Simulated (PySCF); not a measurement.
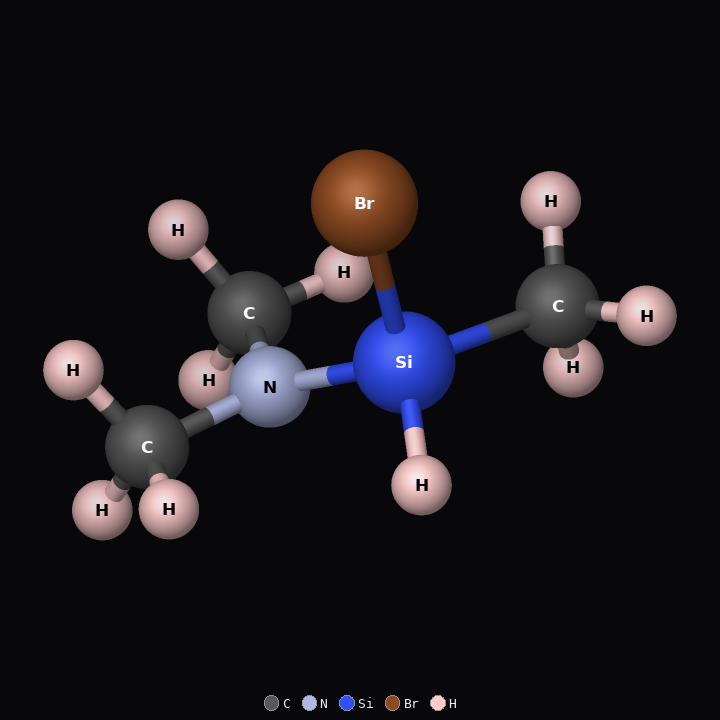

Computed geometry: GFN2-xTB optimisation. No frequency run is at hand to confirm it as a minimum. Method: ωB97X-D/def2-SVPD, gas phase (PySCF 2.14.0). Excitations: vertical, linear response.

Question: What is the brightest of the 8 lowest singlets?

Answer: 6.77 eV.

Question: What is the HOMO–LUMO gap?

Answer: 10.55 eV.

Question: Estimate the mean static polarisability.

Answer: 92.0 bohr³.

Question: What is the HOMO energy (Kohn–Sham orbital)?

Answer: −8.53 eV.

The geometry is semi-empirical. Around Br, Si such bond lengths and angles can be off by a tenth of an ångström or more and by several degrees, and values that hang on the shape move with them.
